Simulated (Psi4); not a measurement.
# Br2 (bromine): DLPNO-MP2/aug-cc-pVDZ (density fitting with def2-universal-jkfit, density fitting for correlation, pno convergence normal, sweep point 2)

What is the energy change on altering one bond length of Br2 (bromine) at DLPNO-MP2/aug-cc-pVDZ (density fitting with def2-universal-jkfit, density fitting for correlation, pno convergence normal, sweep point 2)? Input form: a Python script.

The calculation is run with Psi4 1.11.

## (1) The molecule

Br2 has 2 atoms, charge 0, and is taken as a singlet. SMILES: `BrBr`. The coordinates come from a PBE0-D4/def2-TZVP relaxation.

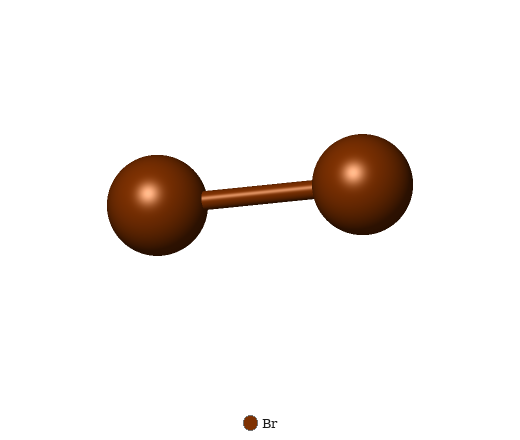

Viewed from a chosen angle; bromine brown.

## (2) The energy at DLPNO-MP2/aug-cc-pVDZ (density fitting with def2-universal-jkfit, density fitting for correlation, pno convergence normal, sweep point 2)

job.py reads:

```python
import psi4

psi4.set_memory('1600 MB')
psi4.set_num_threads(1)
psi4.set_output_file('run.log', False)

molecule = psi4.geometry("""
Br     1.83866572    -0.61489798     0.94206627
Br    -1.83866572     0.61489798    -0.94206627
units au
symmetry c1
""")

psi4.set_options({
    'basis': 'aug-cc-pVDZ',
    'puream': True,
    'scf_type': 'df',
    'num_frozen_docc': 18,
    'pno_convergence': 'normal',
    'df_basis_scf': 'def2-universal-jkfit',
})

energy_value = psi4.energy('dlpno-mp2', molecule=molecule)
print(f'dlpno-mp2 energy: {energy_value:.10f} Eh')
for k, v in sorted(psi4.core.scalar_variables().items()):
    print(f'{k:45s} {v:18.10f}')
```

Command:

```console
python job.py
```

run.log (excerpt; [...] marks lines left out):

```text
[...]
  Running in c1 symmetry.
[...]
  Nuclear repulsion =  284.153757506776344
[...]
  Multiplicity = 1
[...]
  Nalpha       = 35
  Nbeta        = 35
[...]
    Number of basis functions: 72
[...]
   @DF-RHF iter   1: -5144.64554737482558   -3.34037e+00   8.84754e-03 ADIIS/DIIS
[...]
    Orbital Energies [Eh]
    ---------------------
    Doubly Occupied:
       1A   -490.119818     2A   -490.119818     3A    -65.255457
       4A    -65.255451     5A    -58.612799     6A    -58.612799
       7A    -58.610514     8A    -58.610514     9A    -58.610514
      10A    -58.610514    11A     -9.905683    12A     -9.905662
      13A     -7.521008    14A     -7.520858    15A     -7.508146
      16A     -7.508146    17A     -7.508128    18A     -7.508128
      19A     -3.259527    20A     -3.257386    21A     -3.253300
      22A     -3.253300    23A     -3.252586    24A     -3.252586
      25A     -3.238041    26A     -3.238041    27A     -3.237996
      28A     -3.237996    29A     -1.111489    30A     -0.954163
      31A     -0.539824    32A     -0.508191    33A     -0.508191
      34A     -0.408347    35A     -0.408347
[...]
  @DF-RHF Final Energy: -5144.76071224758562
   => Energetics <=
    Nuclear Repulsion Energy =            284.1537575067763441
    One-Electron Energy =               -7729.3824091808064622
    Two-Electron Energy =                2300.4679394264453549
    Total Energy =                      -5144.7607122475856158
[...]
 Multipole Moments:
 ------------------------------------------------------------------------------------
     Multipole            Electronic (a.u.)      Nuclear  (a.u.)        Total (a.u.)
 ------------------------------------------------------------------------------------
 L = 1.  Multiply by 2.5417464519 to convert [e a0] to [Debye]
 Dipole X            :         -0.0000000            0.0000000           -0.0000000
 Dipole Y            :          0.0000000            0.0000000            0.0000000
 Dipole Z            :         -0.0000000            0.0000000           -0.0000000
 Magnitude           :                                                    0.0000000
[...]
  @LMP2 iter   6:  -0.276120265170 -4.201e-08  4.592e-07
[...]
```

On the terminal:

```text
dlpno-mp2 energy: -5145.0368328587 Eh
CURRENT CORRELATION ENERGY                         -0.2761206111
CURRENT ENERGY                                  -5145.0368328587
CURRENT REFERENCE ENERGY                        -5144.7607122476
CUSTOM SCS-MP2 CORRELATION ENERGY                  -0.2623474327
CUSTOM SCS-MP2 TOTAL ENERGY                     -5145.0230596803
DD SOLVATION ENERGY                                 0.0000000000
HF KINETIC ENERGY                                5143.1221366853
HF POTENTIAL ENERGY                            -10287.8828489329
HF TOTAL ENERGY                                 -5144.7607122476
HF VIRIAL RATIO                                     2.0003185955
MP2 CORRELATION ENERGY                             -0.2761206111
MP2 DOUBLES ENERGY                                 -0.2761206111
MP2 OPPOSITE-SPIN CORRELATION ENERGY               -0.1965083181
MP2 SAME-SPIN CORRELATION ENERGY                   -0.0796123529
MP2 SINGLES ENERGY                                  0.0000000000
MP2 TOTAL ENERGY                                -5145.0368328587
NUCLEAR REPULSION ENERGY                          284.1537575068
ONE-ELECTRON ENERGY                             -7729.3824091808
PCM POLARIZATION ENERGY                             0.0000000000
PE ENERGY                                           0.0000000000
SCF ITERATION ENERGY                            -5144.7607122476
SCF ITERATIONS                                      9.0000000000
SCF TOTAL ENERGY                                -5144.7607122476
SCS-MP2 CORRELATION ENERGY                         -0.2623474327
SCS-MP2 TOTAL ENERGY                            -5145.0230596803
TWO-ELECTRON ENERGY                              2300.4679394264
```

Run time: 8.7 s. Hardware: 1 thread of Intel Xeon at 2.70GHz, shared host; peak memory 0.29 GiB.

## (3) The distorted shape

br2.py reads:

```python
import psi4

psi4.set_memory(1600000000)
psi4.set_num_threads(1)
psi4.set_output_file('psi4.out', False)

geom = psi4.geometry("""
0 1
Br     4.78060647    -1.59875932     2.44941009
Br    -1.83866572     0.61489798    -0.94206627
units bohr
symmetry c1
""")

psi4.set_options({
    'basis': 'aug-cc-pVDZ',
    'puream': True,
    'scf_type': 'df',
    'num_frozen_docc': 18,
    'pno_convergence': 'normal',
    'df_basis_scf': 'def2-universal-jkfit',
})

e = psi4.energy('dlpno-mp2', molecule=geom)
print('E =', round(e, 9))
```

Command:

```console
python br2.py
```

psi4.out (excerpt; [...] marks lines left out):

```text
[...]
  Running in c1 symmetry.
[...]
  Nuclear repulsion =  157.861408204237733
[...]
  Multiplicity = 1
[...]
  Nalpha       = 35
  Nbeta        = 35
[...]
    Number of basis functions: 72
[...]
   @DF-RHF iter   1: -5144.46881136248248   -3.68552e+00   8.92775e-03 DIIS/ADIIS
[...]
    Orbital Energies [Eh]
    ---------------------
    Doubly Occupied:
       1A   -490.138991     2A   -490.138991     3A    -65.272639
       4A    -65.272638     5A    -58.630352     6A    -58.630352
       7A    -58.627690     8A    -58.627690     9A    -58.627690
      10A    -58.627690    11A     -9.919560    12A     -9.919560
      13A     -7.534807    14A     -7.534806    15A     -7.521340
      16A     -7.521340    17A     -7.521339    18A     -7.521339
      19A     -3.272558    20A     -3.272514    21A     -3.267071
      22A     -3.267071    23A     -3.267054    24A     -3.267054
      25A     -3.250730    26A     -3.250730    27A     -3.250729
      28A     -3.250729    29A     -1.014133    30A     -1.006590
      31A     -0.460215    32A     -0.460215    33A     -0.456077
      34A     -0.456077    35A     -0.374147
[...]
  @DF-RHF Final Energy: -5144.60177971017856
   => Energetics <=
    Nuclear Repulsion Energy =            157.8614082042377333
    One-Electron Energy =               -7476.0613630068819475
    Two-Electron Energy =                2173.5981750924656808
    Total Energy =                      -5144.6017797101785618
[...]
 Multipole Moments:
 ------------------------------------------------------------------------------------
     Multipole            Electronic (a.u.)      Nuclear  (a.u.)        Total (a.u.)
 ------------------------------------------------------------------------------------
 L = 1.  Multiply by 2.5417464519 to convert [e a0] to [Debye]
 Dipole X            :          0.0000003            0.0000000            0.0000003
 Dipole Y            :         -0.0000000            0.0000000           -0.0000000
 Dipole Z            :          0.0000000            0.0000000            0.0000000
 Magnitude           :                                                    0.0000003
[...]
  @LMP2 iter   8:  -0.337235276404 -2.185e-08  7.714e-07
[...]
```

Standard output:

```text
E = -5144.939015194
```

Run time: 8.1 s. Hardware: 1 thread of Intel Xeon at 2.70GHz, shared host; peak memory 0.29 GiB.

## (4) Results

Level: DLPNO-MP2/aug-cc-pVDZ (density fitting with def2-universal-jkfit, density fitting for correlation, pno convergence normal, sweep point 2), 18 core orbitals frozen.

| quantity | value |
| --- | --- |
| first shape: total energy | -5145.03683 Eh |
| first shape: HOMO energy (Hartree–Fock orbitals) | -11.11 eV |
| first shape: LUMO energy (Hartree–Fock orbitals) | -0.25 eV |
| first shape: HOMO–LUMO gap (Hartree–Fock orbitals) | 10.86 eV |
| first shape: correlation energy (18 core orbitals frozen) | -276.1 mEh |
| distorted shape: total energy | -5144.93902 Eh |
| distorted shape: HOMO energy (Hartree–Fock orbitals) | -10.18 eV |
| distorted shape: LUMO energy (Hartree–Fock orbitals) | -5.54 eV |
| distorted shape: HOMO–LUMO gap (Hartree–Fock orbitals) | 4.64 eV |
| distorted shape: correlation energy (18 core orbitals frozen) | -337.2 mEh |
| energy change with the Br1–Br2 bond stretched from 2.281 to 4.106 Å | 2.662 eV |

In words: One bond (distorted shape) is far stretched, which a spin-restricted single reference describes badly; perturbation theory on it can break down and give far too much correlation. With the Br1–Br2 bond stretched from 2.281 to 4.106 Å the energy rises by 2.66 eV (61 kcal/mol). The first shape isn't relaxed at this level, so the change isn't measured from a minimum. A restricted reference can't describe the breaking bond well at this length.
